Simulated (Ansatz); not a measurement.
# InHBrCl₃: geometry relaxation (part 2 of 2)

The same run, continued: InHBrCl₃; RKS PBE0/def2-SVP (Ansatz 0.2.0). It belongs to a series of runs on one base structure; here: end point B relaxed.

Geometry of the input (Å):
```
In -1.1645  -0.1941  0.1661
Br 2.7289  -0.3902  -0.1608
Cl -1.7599  -1.8678  -1.3218
Cl -1.5424  -0.3519  2.4484
H  2.0762  0.9087  -0.4202
Cl -0.3383  1.8955  -0.7117
```

```
mean field -112768.17967857 eV, -4144.1541661699 hartree, gradient 5.7e-6 eV, S^2 0.000000; 1 other end points of the search recorded, 0 dependent functions left out
the calculation of the forces begins
reference -112768.17971386 eV, -4144.1541674667 hartree; 54, 54 occupied and 63, 63 virtual orbitals, 1253 factors
Total energy: -112768.17971386 eV, -4144.1541674667 hartree
Atom 0 at    -0.828605    -0.161807     0.121985 Å, force    -0.003672     0.000926    -0.000445 eV/Å
Atom 1 at     2.093082    -0.496158     0.041379 Å, force     0.000742     0.013119    -0.004926 eV/Å
Atom 2 at    -1.533205    -1.814863    -1.359972 Å, force     0.002389     0.002545     0.000467 eV/Å
Atom 3 at    -1.261214    -0.353256     2.402602 Å, force     0.001803     0.000918    -0.001336 eV/Å
Atom 4 at     1.896747     0.838437    -0.460659 Å, force    -0.004589    -0.013269     0.005108 eV/Å
Atom 5 at    -0.366805     1.987747    -0.745435 Å, force     0.003327    -0.004239     0.001132 eV/Å
Dipole moment:     0.576889     0.047405    -0.060052 e Å
```

## Trajectory as extended XYZ (Å, eV, eV/Å), 11 frames, from step=1 to step=11
```
6
Properties=species:S:1:pos:R:3:forces:R:3 step=1 energy=-112767.90885
In   -1.1645   -0.1941    0.1661    0.4422   0.6955  -0.3130
Br    2.7289   -0.3902   -0.1608   -0.6349   0.9231  -0.1396
Cl   -1.7599   -1.8678   -1.3218    0.0029   0.0048   0.0058
Cl   -1.5424   -0.3519    2.4484    0.0151  -0.0022  -0.0187
H     2.0762    0.9087   -0.4202    0.4192  -0.9044   0.1499
Cl   -0.3383    1.8955   -0.7117   -0.2444  -0.7168   0.3157
6
Properties=species:S:1:pos:R:3:forces:R:3 step=2 energy=-112768.01183
In   -1.0537   -0.1740    0.1462    0.1050  -0.3483   0.1115
Br    2.5362   -0.3849   -0.1338   -0.1998   0.0132   0.0522
Cl   -1.6907   -1.8455   -1.3286   -0.0068  -0.0141  -0.0098
Cl   -1.4675   -0.3338    2.4226    0.0059  -0.0136   0.0205
H     1.9467    0.8937   -0.4173    0.0566  -0.0695  -0.0152
Cl   -0.2711    1.8445   -0.6892    0.0392   0.4322  -0.1592
6
Properties=species:S:1:pos:R:3:forces:R:3 step=3 energy=-112768.08833
In   -0.9415   -0.1638    0.1308    0.1720  -0.3003   0.0898
Br    2.3556   -0.4325   -0.0874   -0.1888  -0.1772   0.1088
Cl   -1.6096   -1.8386   -1.3298   -0.0035  -0.0044  -0.0311
Cl   -1.3788   -0.3361    2.4041    0.0150   0.0040   0.0257
H     1.8377    0.8641   -0.4070    0.0189   0.1449  -0.0741
Cl   -0.2635    1.9069   -0.7108   -0.0135   0.3329  -0.1190
6
Properties=species:S:1:pos:R:3:forces:R:3 step=4 energy=-112768.15663
In   -0.8335   -0.1636    0.1192    0.0589  -0.3048   0.1069
Br    2.1720   -0.4765   -0.0394   -0.0793  -0.2072   0.1117
Cl   -1.5396   -1.8285   -1.3392   -0.0183  -0.0103  -0.0496
Cl   -1.2972   -0.3319    2.3904    0.0063   0.0098   0.0412
H     1.7610    0.8508   -0.4053    0.0429   0.1990  -0.0948
Cl   -0.2627    1.9498   -0.7258   -0.0105   0.3136  -0.1153
6
Properties=species:S:1:pos:R:3:forces:R:3 step=5 energy=-112768.12763 accepted=F
In   -0.7853   -0.2052    0.1264   -0.2140   0.1413  -0.0197
Br    2.0026   -0.4864    0.0546    0.3713   0.6796  -0.3154
Cl   -1.5339   -1.8230   -1.3727   -0.0096  -0.0060   0.0024
Cl   -1.2558   -0.3385    2.4033   -0.0249  -0.0276   0.0247
H     1.8651    0.8914   -0.4901   -0.0579  -0.8406   0.3536
Cl   -0.2928    1.9617   -0.7216   -0.0649   0.0533  -0.0456
6
Properties=species:S:1:pos:R:3:forces:R:3 step=6 energy=-112768.17356
In   -0.8076   -0.1658    0.1183   -0.0425  -0.1088   0.0531
Br    2.1428   -0.5028    0.0157   -0.1227   0.0637  -0.0017
Cl   -1.5345   -1.8117   -1.3558    0.0088  -0.0220  -0.0294
Cl   -1.2728   -0.3326    2.3917    0.0188  -0.0092   0.0336
H     1.8233    0.8302   -0.4349    0.0670  -0.0004  -0.0139
Cl   -0.3511    1.9828   -0.7350    0.0706   0.0767  -0.0417
6
Properties=species:S:1:pos:R:3:forces:R:3 step=7 energy=-112768.17620
In   -0.8215   -0.1793    0.1276   -0.0186   0.0494  -0.0088
Br    2.0882   -0.4877    0.0424    0.0170   0.2331  -0.0952
Cl   -1.5475   -1.8130   -1.3648    0.0097  -0.0118   0.0056
Cl   -1.2734   -0.3491    2.4063    0.0088  -0.0138  -0.0027
H     1.9087    0.8577   -0.4724   -0.0099  -0.2743   0.1099
Cl   -0.3545    1.9715   -0.7392   -0.0070   0.0175  -0.0087
6
Properties=species:S:1:pos:R:3:forces:R:3 step=8 energy=-112768.17333 accepted=F
In   -0.8620   -0.1427    0.1182    0.1202  -0.0183  -0.0011
Br    2.0504   -0.5087    0.0475    0.0511   0.1418  -0.0569
Cl   -1.4946   -1.8207   -1.3629   -0.0650  -0.0136  -0.0301
Cl   -1.2264   -0.3573    2.4053   -0.0581   0.0139   0.0367
H     1.8850    0.8347   -0.4595    0.0050  -0.1606   0.0611
Cl   -0.3524    1.9948   -0.7487   -0.0531   0.0368  -0.0096
6
Properties=species:S:1:pos:R:3:forces:R:3 step=9 energy=-112768.17884
In   -0.8265   -0.1663    0.1235   -0.0130   0.0447  -0.0130
Br    2.0880   -0.4983    0.0457    0.0029   0.1255  -0.0509
Cl   -1.5347   -1.8128   -1.3636    0.0037  -0.0068   0.0019
Cl   -1.2613   -0.3509    2.4042    0.0029  -0.0064   0.0010
H     1.9109    0.8409   -0.4653   -0.0041  -0.1303   0.0522
Cl   -0.3764    1.9874   -0.7446    0.0077  -0.0268   0.0090
6
Properties=species:S:1:pos:R:3:forces:R:3 step=10 energy=-112768.17855 accepted=F
In   -0.8391   -0.1493    0.1193    0.0369  -0.0377   0.0007
Br    2.0848   -0.4942    0.0403    0.0138  -0.0251   0.0104
Cl   -1.5270   -1.8222   -1.3501   -0.0075   0.0305  -0.0016
Cl   -1.2564   -0.3673    2.4009   -0.0092   0.0254  -0.0109
H     1.8842    0.8395   -0.4590   -0.0027   0.0187  -0.0085
Cl   -0.3465    1.9936   -0.7515   -0.0313  -0.0117   0.0100
6
Properties=species:S:1:pos:R:3:forces:R:3 step=11 energy=-112768.17968
In   -0.8286   -0.1618    0.1220   -0.0037   0.0009  -0.0004
Br    2.0931   -0.4962    0.0414    0.0007   0.0131  -0.0049
Cl   -1.5332   -1.8149   -1.3600    0.0024   0.0025   0.0005
Cl   -1.2612   -0.3533    2.4026    0.0018   0.0009  -0.0013
H     1.8967    0.8384   -0.4607   -0.0046  -0.0133   0.0051
Cl   -0.3668    1.9877   -0.7454    0.0033  -0.0042   0.0011
```

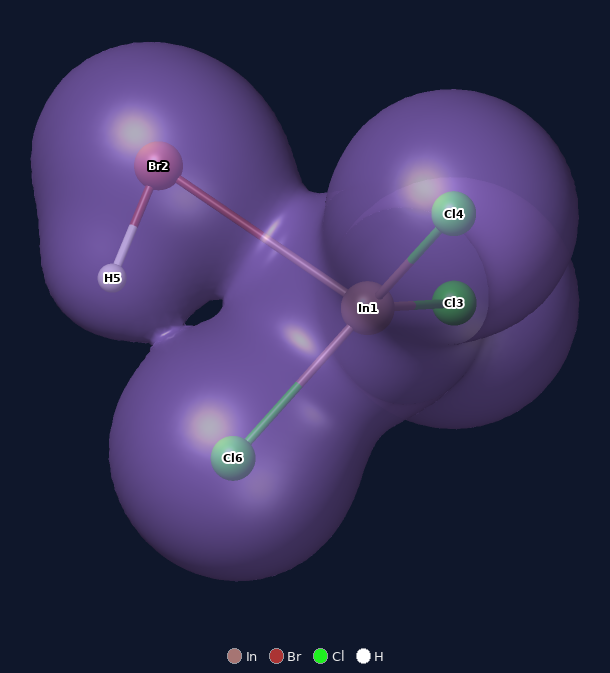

Figure 1. Isosurface of the electron density at 0.1 e/Å³ (purple), seen from the side. At this value the surface is in one piece. On the grid the lowest density along these lines, outside the cores, is 0.52 e/Å³ (In–Cl, 2.33 Å), 0.19 e/Å³ (In–Br, 2.94 Å) and 1.3 e/Å³ (Br–H, 1.44 Å).

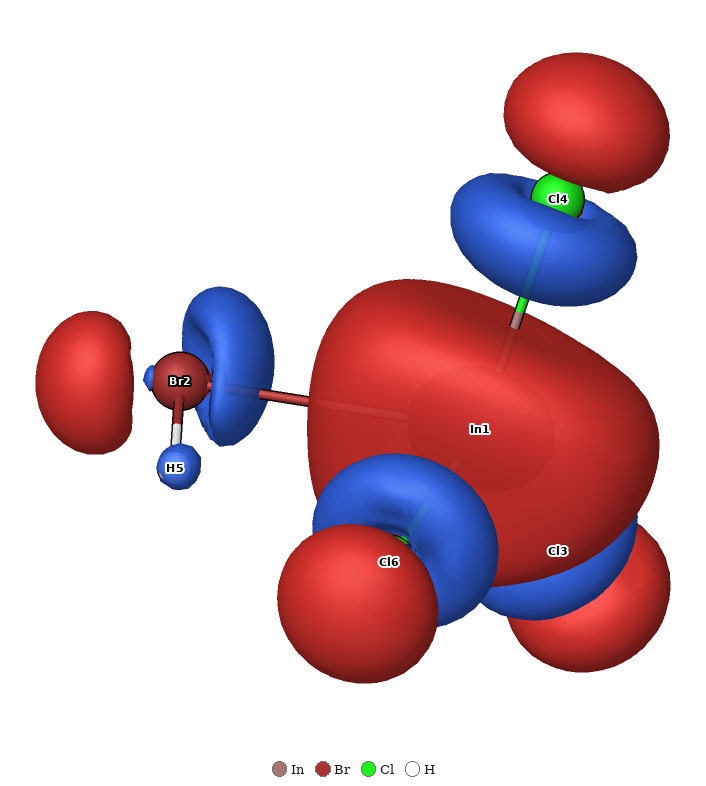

Figure 2. The LUMO at ±0.1 Å⁻³ᐟ² (red and blue are the two phases), seen at a tilt. Its weight (Hirshfeld) is mainly on In1 (40 %), Cl3 (15 %), Cl4 (15 %), Cl6 (15 %) and Br2 (10 %). Its energy is −2.60 eV.

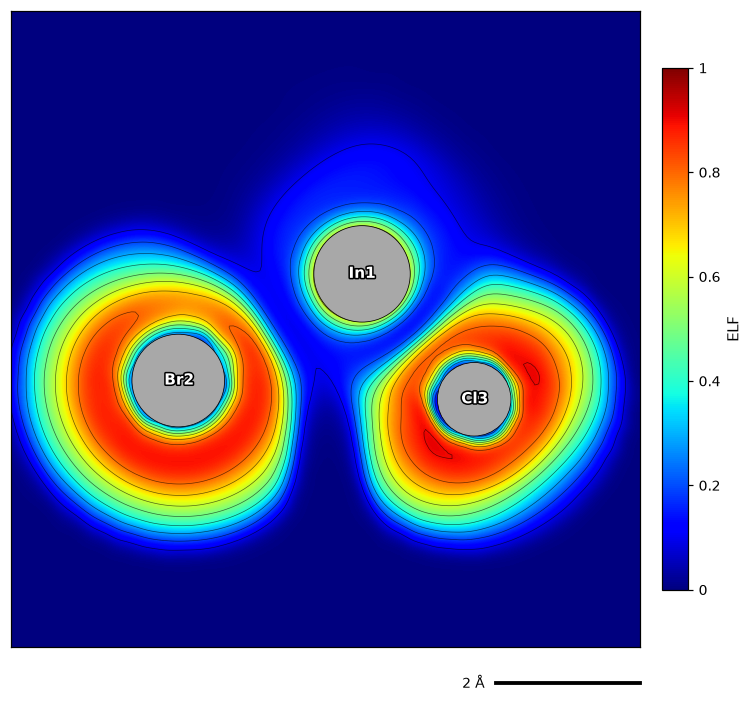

Figure 3. Electron localisation function on the plane of atoms Br2, In1 and Cl3. Grey discs, where drawn, cover atomic cores. The section cuts through In, Br and Cl sites. In–Cl (2.33 Å): the ELF peaks at about 0.80 in the valence shell of Cl, 0.8 Å from its nucleus, and drops to about 0.15 between the two atoms. In–Br (2.94 Å): the ELF peaks at about 0.85 in the valence shell of Br, 1.1 Å from its nucleus, and drops to about 0.10 between the two atoms, which marks ionic bonding with no shared pair.

## Results in brief

| quantity | value |
| --- | --- |
| outcome | converged |
| total energy | −112768.1797 eV |
| mean-field energy | −112768.1797 eV |
| largest force (length of the vector) at the end | 0.015 eV/Å |
| wall time | 1.9 min (CPU time 3.6 min) |
| peak memory | 0.35 GiB |
